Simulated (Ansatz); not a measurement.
## Run report: C₂H₁₀ClNOSi₂, molecular dynamics (part 2 of 4)

The same run, continued: C₂H₁₀ClNOSi₂; RKS PBE0/STO-3G (Ansatz 0.2.0). It belongs to a series of runs on one base structure; here: dynamics from the start.

Geometry of the input (Å):
```
Si -0.1371  -0.0795  -0.2298
O  0.7086  -0.1542  1.2359
H  1.2656  0.6924  1.2785
Cl 1.3349  0.1247  -1.7799
N  -1.1611  1.3492  -0.2604
C  -2.1154  1.4562  -1.3956
H  -2.6483  0.5017  -1.5268
H  -2.8619  2.2373  -1.1757
H  -1.6300  1.7152  -2.3577
C  -0.5002  2.6591  -0.0140
H  0.1284  3.0023  -0.8601
H  -1.2681  3.4282  0.1703
H  0.1346  2.5957  0.8842
Si -1.3172  -1.9837  -0.5095
H  -2.4698  -1.9730  0.3586
H  -1.7597  -2.1019  -1.8773
H  -0.4862  -3.1159  -0.1816
```

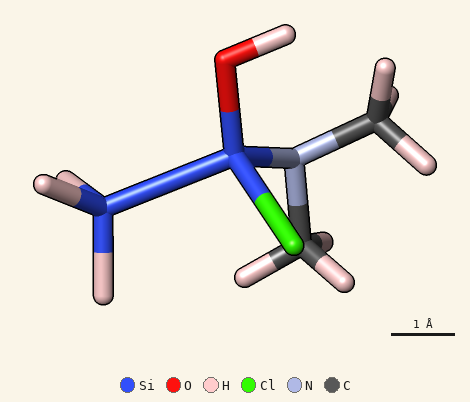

The geometry at step 130 of the log (stick view, seen at a tilt).

The program's output, continued
```
md step    95: t =    47.50 fs  T =   281.4 K  F+E_penalty+E_count = -33645.36159451 eV  E_kin = 0.545616 eV  conserved = -33644.81597875 eV  (21 SCF iters)
md step    96: t =    48.00 fs  T =   317.9 K  F+E_penalty+E_count = -33645.43292625 eV  E_kin = 0.616397 eV  conserved = -33644.81652904 eV  (27 SCF iters)
md step    97: t =    48.50 fs  T =   358.2 K  F+E_penalty+E_count = -33645.51156502 eV  E_kin = 0.694480 eV  conserved = -33644.81708469 eV  (27 SCF iters)
md step    98: t =    49.00 fs  T =   397.6 K  F+E_penalty+E_count = -33645.58855176 eV  E_kin = 0.770986 eV  conserved = -33644.81756535 eV  (27 SCF iters)
md step    99: t =    49.50 fs  T =   432.3 K  F+E_penalty+E_count = -33645.65603301 eV  E_kin = 0.838109 eV  conserved = -33644.81792370 eV  (27 SCF iters)
md step   100: t =    50.00 fs  T =   459.0 K  F+E_penalty+E_count = -33645.70805317 eV  E_kin = 0.889912 eV  conserved = -33644.81814131 eV  (26 SCF iters)
md step   101: t =    50.50 fs  T =   475.9 K  F+E_penalty+E_count = -33645.74089539 eV  E_kin = 0.922674 eV  conserved = -33644.81822100 eV  (27 SCF iters)
md step   102: t =    51.00 fs  T =   482.2 K  F+E_penalty+E_count = -33645.75307339 eV  E_kin = 0.934894 eV  conserved = -33644.81817929 eV  (27 SCF iters)
md step   103: t =    51.50 fs  T =   478.1 K  F+E_penalty+E_count = -33645.74510540 eV  E_kin = 0.927053 eV  conserved = -33644.81805196 eV  (26 SCF iters)
md step   104: t =    52.00 fs  T =   464.8 K  F+E_penalty+E_count = -33645.71910264 eV  E_kin = 0.901262 eV  conserved = -33644.81784031 eV  (26 SCF iters)
md step   105: t =    52.50 fs  T =   444.0 K  F+E_penalty+E_count = -33645.67843497 eV  E_kin = 0.860854 eV  conserved = -33644.81758127 eV  (26 SCF iters)
md step   106: t =    53.00 fs  T =   417.8 K  F+E_penalty+E_count = -33645.62728009 eV  E_kin = 0.809983 eV  conserved = -33644.81729693 eV  (26 SCF iters)
md step   107: t =    53.50 fs  T =   388.5 K  F+E_penalty+E_count = -33645.57026452 eV  E_kin = 0.753257 eV  conserved = -33644.81700738 eV  (26 SCF iters)
md step   108: t =    54.00 fs  T =   358.7 K  F+E_penalty+E_count = -33645.51212684 eV  E_kin = 0.695395 eV  conserved = -33644.81673172 eV  (23 SCF iters)
md step   109: t =    54.50 fs  T =   330.6 K  F+E_penalty+E_count = -33645.45740520 eV  E_kin = 0.640918 eV  conserved = -33644.81648679 eV  (27 SCF iters)
md step   110: t =    55.00 fs  T =   306.3 K  F+E_penalty+E_count = -33645.41014504 eV  E_kin = 0.593855 eV  conserved = -33644.81629013 eV  (27 SCF iters)
md step   111: t =    55.50 fs  T =   287.5 K  F+E_penalty+E_count = -33645.37361649 eV  E_kin = 0.557459 eV  conserved = -33644.81615780 eV  (26 SCF iters)
md step   112: t =    56.00 fs  T =   275.4 K  F+E_penalty+E_count = -33645.35006398 eV  E_kin = 0.533963 eV  conserved = -33644.81610145 eV  (26 SCF iters)
md step   113: t =    56.50 fs  T =   270.5 K  F+E_penalty+E_count = -33645.34052761 eV  E_kin = 0.524401 eV  conserved = -33644.81612679 eV  (26 SCF iters)
md step   114: t =    57.00 fs  T =   272.6 K  F+E_penalty+E_count = -33645.34477642 eV  E_kin = 0.528548 eV  conserved = -33644.81622816 eV  (28 SCF iters)
md step   115: t =    57.50 fs  T =   281.1 K  F+E_penalty+E_count = -33645.36139606 eV  E_kin = 0.545003 eV  conserved = -33644.81639278 eV  (26 SCF iters)
md step   116: t =    58.00 fs  T =   294.7 K  F+E_penalty+E_count = -33645.38800295 eV  E_kin = 0.571401 eV  conserved = -33644.81660209 eV  (26 SCF iters)
md step   117: t =    58.50 fs  T =   311.9 K  F+E_penalty+E_count = -33645.42152663 eV  E_kin = 0.604687 eV  conserved = -33644.81683988 eV  (26 SCF iters)
md step   118: t =    59.00 fs  T =   330.8 K  F+E_penalty+E_count = -33645.45845674 eV  E_kin = 0.641360 eV  conserved = -33644.81709646 eV  (26 SCF iters)
md step   119: t =    59.50 fs  T =   349.5 K  F+E_penalty+E_count = -33645.49500197 eV  E_kin = 0.677637 eV  conserved = -33644.81736480 eV  (26 SCF iters)
md step   120: t =    60.00 fs  T =   366.0 K  F+E_penalty+E_count = -33645.52722215 eV  E_kin = 0.709594 eV  conserved = -33644.81762850 eV  (26 SCF iters)
md step   121: t =    60.50 fs  T =   378.3 K  F+E_penalty+E_count = -33645.55130304 eV  E_kin = 0.733454 eV  conserved = -33644.81784930 eV  (26 SCF iters)
md step   122: t =    61.00 fs  T =   384.8 K  F+E_penalty+E_count = -33645.56413466 eV  E_kin = 0.746163 eV  conserved = -33644.81797128 eV  (26 SCF iters)
md step   123: t =    61.50 fs  T =   384.9 K  F+E_penalty+E_count = -33645.56414736 eV  E_kin = 0.746208 eV  conserved = -33644.81793931 eV  (26 SCF iters)
md step   124: t =    62.00 fs  T =   378.8 K  F+E_penalty+E_count = -33645.55210042 eV  E_kin = 0.734368 eV  conserved = -33644.81773260 eV  (26 SCF iters)
md step   125: t =    62.50 fs  T =   368.2 K  F+E_penalty+E_count = -33645.53135234 eV  E_kin = 0.713965 eV  conserved = -33644.81738758 eV  (27 SCF iters)
md step   126: t =    63.00 fs  T =   356.0 K  F+E_penalty+E_count = -33645.50728110 eV  E_kin = 0.690285 eV  conserved = -33644.81699567 eV  (23 SCF iters)
md step   127: t =    63.50 fs  T =   345.2 K  F+E_penalty+E_count = -33645.48589729 eV  E_kin = 0.669225 eV  conserved = -33644.81667190 eV  (26 SCF iters)
md step   128: t =    64.00 fs  T =   338.1 K  F+E_penalty+E_count = -33645.47211084 eV  E_kin = 0.655600 eV  conserved = -33644.81651043 eV  (26 SCF iters)
md step   129: t =    64.50 fs  T =   336.2 K  F+E_penalty+E_count = -33645.46831312 eV  E_kin = 0.651766 eV  conserved = -33644.81654748 eV  (26 SCF iters)
md step   130: t =    65.00 fs  T =   338.9 K  F+E_penalty+E_count = -33645.47381613 eV  E_kin = 0.657064 eV  conserved = -33644.81675210 eV  (27 SCF iters)
md step   131: t =    65.50 fs  T =   344.7 K  F+E_penalty+E_count = -33645.48530133 eV  E_kin = 0.668257 eV  conserved = -33644.81704461 eV  (26 SCF iters)
md step   132: t =    66.00 fs  T =   351.1 K  F+E_penalty+E_count = -33645.49801299 eV  E_kin = 0.680682 eV  conserved = -33644.81733120 eV  (26 SCF iters)
md step   133: t =    66.50 fs  T =   355.7 K  F+E_penalty+E_count = -33645.50718614 eV  E_kin = 0.689649 eV  conserved = -33644.81753691 eV  (26 SCF iters)
md step   134: t =    67.00 fs  T =   356.7 K  F+E_penalty+E_count = -33645.50921706 eV  E_kin = 0.691594 eV  conserved = -33644.81762350 eV  (26 SCF iters)
md step   135: t =    67.50 fs  T =   353.1 K  F+E_penalty+E_count = -33645.50229449 eV  E_kin = 0.684704 eV  conserved = -33644.81759065 eV  (26 SCF iters)
md step   136: t =    68.00 fs  T =   345.0 K  F+E_penalty+E_count = -33645.48646121 eV  E_kin = 0.668996 eV  conserved = -33644.81746491 eV  (26 SCF iters)
md step   137: t =    68.50 fs  T =   333.2 K  F+E_penalty+E_count = -33645.46325704 eV  E_kin = 0.645973 eV  conserved = -33644.81728428 eV  (27 SCF iters)
md step   138: t =    69.00 fs  T =   318.8 K  F+E_penalty+E_count = -33645.43517184 eV  E_kin = 0.618079 eV  conserved = -33644.81709276 eV  (27 SCF iters)
md step   139: t =    69.50 fs  T =   303.3 K  F+E_penalty+E_count = -33645.40506319 eV  E_kin = 0.588159 eV  conserved = -33644.81690382 eV  (27 SCF iters)
md step   140: t =    70.00 fs  T =   288.3 K  F+E_penalty+E_count = -33645.37577878 eV  E_kin = 0.559040 eV  conserved = -33644.81673887 eV  (28 SCF iters)
md step   141: t =    70.50 fs  T =   275.1 K  F+E_penalty+E_count = -33645.34990179 eV  E_kin = 0.533304 eV  conserved = -33644.81659796 eV  (28 SCF iters)
md step   142: t =    71.00 fs  T =   264.7 K  F+E_penalty+E_count = -33645.32972577 eV  E_kin = 0.513253 eV  conserved = -33644.81647277 eV  (27 SCF iters)
md step   143: t =    71.50 fs  T =   258.4 K  F+E_penalty+E_count = -33645.31735466 eV  E_kin = 0.501002 eV  conserved = -33644.81635222 eV  (27 SCF iters)
md step   144: t =    72.00 fs  T =   257.2 K  F+E_penalty+E_count = -33645.31483745 eV  E_kin = 0.498606 eV  conserved = -33644.81623133 eV  (24 SCF iters)
md step   145: t =    72.50 fs  T =   262.0 K  F+E_penalty+E_count = -33645.32420193 eV  E_kin = 0.508081 eV  conserved = -33644.81612089 eV  (26 SCF iters)
md step   146: t =    73.00 fs  T =   274.0 K  F+E_penalty+E_count = -33645.34724862 eV  E_kin = 0.531196 eV  conserved = -33644.81605308 eV  (27 SCF iters)
md step   147: t =    73.50 fs  T =   293.4 K  F+E_penalty+E_count = -33645.38502998 eV  E_kin = 0.568952 eV  conserved = -33644.81607812 eV  (26 SCF iters)
md step   148: t =    74.00 fs  T =   320.2 K  F+E_penalty+E_count = -33645.43707921 eV  E_kin = 0.620832 eV  conserved = -33644.81624722 eV  (26 SCF iters)
md step   149: t =    74.50 fs  T =   352.8 K  F+E_penalty+E_count = -33645.50064206 eV  E_kin = 0.684052 eV  conserved = -33644.81658961 eV  (27 SCF iters)
md step   150: t =    75.00 fs  T =   388.5 K  F+E_penalty+E_count = -33645.57027661 eV  E_kin = 0.753188 eV  conserved = -33644.81708850 eV  (27 SCF iters)
md step   151: t =    75.50 fs  T =   423.2 K  F+E_penalty+E_count = -33645.63815155 eV  E_kin = 0.820476 eV  conserved = -33644.81767573 eV  (27 SCF iters)
md step   152: t =    76.00 fs  T =   452.3 K  F+E_penalty+E_count = -33645.69512749 eV  E_kin = 0.876882 eV  conserved = -33644.81824556 eV  (27 SCF iters)
md step   153: t =    76.50 fs  T =   471.3 K  F+E_penalty+E_count = -33645.73240054 eV  E_kin = 0.913725 eV  conserved = -33644.81867530 eV  (26 SCF iters)
md step   154: t =    77.00 fs  T =   476.8 K  F+E_penalty+E_count = -33645.74332783 eV  E_kin = 0.924445 eV  conserved = -33644.81888237 eV  (26 SCF iters)
md step   155: t =    77.50 fs  T =   467.3 K  F+E_penalty+E_count = -33645.72488542 eV  E_kin = 0.906083 eV  conserved = -33644.81880284 eV  (27 SCF iters)
md step   156: t =    78.00 fs  T =   443.6 K  F+E_penalty+E_count = -33645.67857454 eV  E_kin = 0.860144 eV  conserved = -33644.81843104 eV  (27 SCF iters)
md step   157: t =    78.50 fs  T =   408.8 K  F+E_penalty+E_count = -33645.61049319 eV  E_kin = 0.792680 eV  conserved = -33644.81781299 eV  (26 SCF iters)
md step   158: t =    79.00 fs  T =   368.0 K  F+E_penalty+E_count = -33645.53057573 eV  E_kin = 0.713530 eV  conserved = -33644.81704557 eV  (26 SCF iters)
md step   159: t =    79.50 fs  T =   327.4 K  F+E_penalty+E_count = -33645.45103187 eV  E_kin = 0.634780 eV  conserved = -33644.81625167 eV  (26 SCF iters)
md step   160: t =    80.00 fs  T =   293.3 K  F+E_penalty+E_count = -33645.38425985 eV  E_kin = 0.568653 eV  conserved = -33644.81560648 eV  (26 SCF iters)
md step   161: t =    80.50 fs  T =   270.9 K  F+E_penalty+E_count = -33645.34042239 eV  E_kin = 0.525192 eV  conserved = -33644.81522991 eV  (26 SCF iters)
these checks for a lower state are left out or cut short: starts, cluster_reference, orbital_swaps, neighbouring_geometries, increment
796 factors; integrals over basis functions are off by at most 4.0e-5 eV
mean field -33645.32545550 eV, -1236.4429048690 hartree, gradient 2.4e-5 eV, S^2 0.000000; 0 other end points of the search recorded, 0 dependent functions left out
the calculation of the forces begins
reference -33645.32547757 eV, -1236.4429056801 hartree; 41, 41 occupied and 16, 16 virtual orbitals, 796 factors
796 factors; integrals over basis functions are off by at most 4.0e-5 eV
mean field evaluation 1280: about -33645.3255 eV, gradient 5.6e-5 eV
mean field -33645.32545550 eV, -1236.4429048690 hartree, gradient 2.4e-5 eV, S^2 0.000000; 1 other end points of the search recorded, 0 dependent functions left out
the calculation of the forces begins
reference -33645.32547757 eV, -1236.4429056801 hartree; 41, 41 occupied and 16, 16 virtual orbitals, 796 factors
md step   162: t =    81.00 fs  T =   263.2 K  F+E_penalty+E_count = -33645.32545550 eV  E_kin = 0.510257 eV  conserved = -33644.81519855 eV  (23 SCF iters)
```

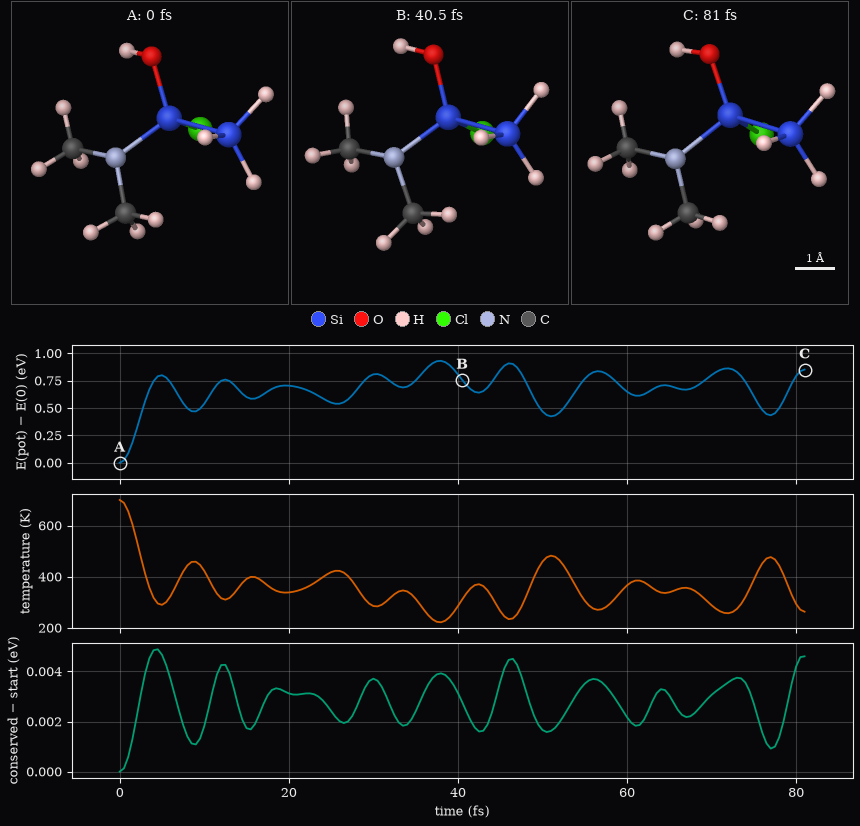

Frames of the molecular dynamics (ball-and-stick, seen at a tilt) above the curves, on which the letters mark them. The trajectory kept here has 163 frames over 81 fs. The temperature starts at 700 K, ranges from 222 to 700 K and averages 345 K over the second half. The potential energy ends 0.852 eV above its first value. The conserved quantity stays within 0.0049 eV. After an unweighted best fit of the last frame on the first, the root-mean-square displacement is 0.26 Å, and H11 has moved furthest (0.47 Å).

```
Total energy: -33645.32547757 eV, -1236.4429056801 hartree
Atom 0 at    -0.081051    -0.124976    -0.173675 Å, force    -1.505931     1.480596    -0.119518 eV/Å
Atom 1 at     0.773853    -0.121250     1.292685 Å, force     0.919064     1.805788     0.355471 eV/Å
Atom 2 at     1.178051     0.855379     1.454951 Å, force    -1.031986    -2.136030    -0.710258 eV/Å
Atom 3 at     1.158408     0.095558    -1.893401 Å, force     0.529776    -0.122427    -0.089153 eV/Å
Atom 4 at    -1.159922     1.366377    -0.267235 Å, force     1.602966    -1.363808     1.599085 eV/Å
Atom 5 at    -1.850443     1.537481    -1.560529 Å, force     2.250811    -0.237449     2.018119 eV/Å
Atom 6 at    -2.292418     0.647607    -1.856413 Å, force    -1.578818    -2.430965    -0.806488 eV/Å
Atom 7 at    -2.526762     2.299553    -1.405958 Å, force    -2.714595     2.242234     0.075009 eV/Å
Atom 8 at    -1.185511     1.850088    -2.312299 Å, force     1.505070     0.666013    -1.996518 eV/Å
Atom 9 at    -0.603672     2.726228     0.128374 Å, force    -2.364844    -0.472574    -0.506890 eV/Å
Atom 10 at    -0.266692     3.218002    -0.794902 Å, force     0.367703     0.547138     0.139235 eV/Å
Atom 11 at    -1.501537     3.290935     0.545159 Å, force     1.305348    -0.244449    -0.445013 eV/Å
Atom 12 at     0.188142     2.722743     0.876464 Å, force     0.317101    -0.323256     0.296629 eV/Å
Atom 13 at    -1.314944    -2.050955    -0.461221 Å, force     0.336161    -0.220112     0.005478 eV/Å
Atom 14 at    -2.557339    -1.933694     0.344063 Å, force     0.785544    -0.207270    -0.656985 eV/Å
Atom 15 at    -1.578747    -2.184335    -1.916652 Å, force    -0.041284     0.093222     1.059741 eV/Å
Atom 16 at    -0.515402    -3.236973    -0.039825 Å, force    -0.682089     0.923349    -0.217941 eV/Å
Dipole moment:    -0.310956     0.090311     0.344199 e Å
```

Trajectory as extended XYZ (Å, eV, eV/Å), 27 of the 163 frames kept, from step=0 to step=162
```
17
Properties=species:S:1:pos:R:3:forces:R:3 step=0 time_fs=0.0 energy=-33646.17703 temperature=700.0
Si   -0.1371   -0.0795   -0.2298    0.0114  -0.0019   0.0185
O     0.7086   -0.1542    1.2359   -0.0087   0.0020  -0.0189
H     1.2656    0.6924    1.2785   -0.0002  -0.0018   0.0002
Cl    1.3349    0.1247   -1.7799   -0.0023   0.0009   0.0030
N    -1.1611    1.3492   -0.2604    0.0007   0.0082  -0.0063
C    -2.1154    1.4562   -1.3956    0.0045  -0.0010   0.0045
H    -2.6483    0.5017   -1.5268    0.0006   0.0006   0.0004
H    -2.8619    2.2373   -1.1757   -0.0009   0.0011  -0.0003
H    -1.6300    1.7152   -2.3577   -0.0010  -0.0003   0.0005
C    -0.5002    2.6591   -0.0140    0.0026  -0.0026   0.0003
H     0.1284    3.0023   -0.8601   -0.0054  -0.0019   0.0066
H    -1.2681    3.4282    0.1703    0.0025  -0.0002  -0.0019
H     0.1346    2.5957    0.8842   -0.0049  -0.0033  -0.0068
Si   -1.3172   -1.9837   -0.5095    0.0043  -0.0012  -0.0035
H    -2.4698   -1.9730    0.3586   -0.0022   0.0005   0.0012
H    -1.7597   -2.1019   -1.8773    0.0002   0.0001   0.0026
H    -0.4862   -3.1159   -0.1816   -0.0012   0.0007  -0.0001
17
Properties=species:S:1:pos:R:3:forces:R:3 step=6 time_fs=3.0 energy=-33645.61532 temperature=412.3
Si   -0.1479   -0.0658   -0.2216    0.3667  -0.0459   0.0081
O     0.7112   -0.1587    1.2339   -1.7802  -2.3904  -0.4238
H     1.2339    0.6475    1.3142    1.5916   2.4806   0.2147
Cl    1.3267    0.1199   -1.7909   -0.2086   0.0374   0.2213
N    -1.1856    1.3580   -0.2769    2.5892  -0.4211   2.2575
C    -2.0718    1.4438   -1.3577   -3.0781  -0.2516  -5.4119
H    -2.6087    0.4344   -1.5516    0.7791   1.7413   0.6110
H    -2.8624    2.2397   -1.2044    0.6358  -0.7967   0.0888
H    -1.6024    1.7074   -2.4165   -0.6121  -0.4415   2.1909
C    -0.4989    2.6467   -0.0234   -1.3595   0.8472   0.9152
H     0.1382    3.0120   -0.8302    0.0660   0.2050  -0.7336
H    -1.2724    3.4147    0.2500    0.5606  -0.3831  -0.6387
H     0.1274    2.5888    0.8574    0.5363  -0.3960   0.6896
Si   -1.3071   -1.9663   -0.5108    0.8091   0.1123   0.6987
H    -2.4436   -2.0094    0.3040   -0.9719   0.1503   0.8740
H    -1.7728   -2.1131   -1.8095   -0.3320  -0.0946  -1.6106
H    -0.5071   -3.0909   -0.1626    0.4081  -0.3532   0.0489
17
Properties=species:S:1:pos:R:3:forces:R:3 step=12 time_fs=6.0 energy=-33645.44362 temperature=323.6
Si   -0.1576   -0.0522   -0.2134    0.6752  -0.0430  -0.2792
O     0.7057   -0.1739    1.2299   -0.4658  -0.5853   0.0357
H     1.2399    0.6619    1.3548    0.3246   0.6465  -0.0510
Cl    1.3179    0.1152   -1.8013   -0.3476   0.0598   0.3712
N    -1.1949    1.3644   -0.2801    3.4334  -0.6228   3.0725
C    -2.0490    1.4298   -1.3564   -3.8346  -0.0847  -6.5450
H    -2.5494    0.4127   -1.5603    0.4482   1.6011   0.6545
H    -2.8466    2.2210   -1.2306    0.4851  -0.8329   0.1588
H    -1.5907    1.6880   -2.4175   -0.3855  -0.3645   2.1327
C    -0.5061    2.6401   -0.0264   -0.6622   1.1384   1.4168
H     0.1487    3.0269   -0.8193   -0.3269   0.1270  -0.6342
H    -1.2623    3.3918    0.3122    0.3659  -0.1113  -0.9029
H     0.1341    2.5710    0.8484    0.4936  -0.5355   0.5682
Si   -1.2949   -1.9487   -0.5101    0.5649  -0.1314   0.7745
H    -2.4432   -2.0417    0.2730   -1.1058   0.2661   1.1020
H    -1.7944   -2.1267   -1.7849   -0.2629  -0.0875  -1.9072
H    -0.5168   -3.0755   -0.1423    0.6002  -0.4401   0.0327
```
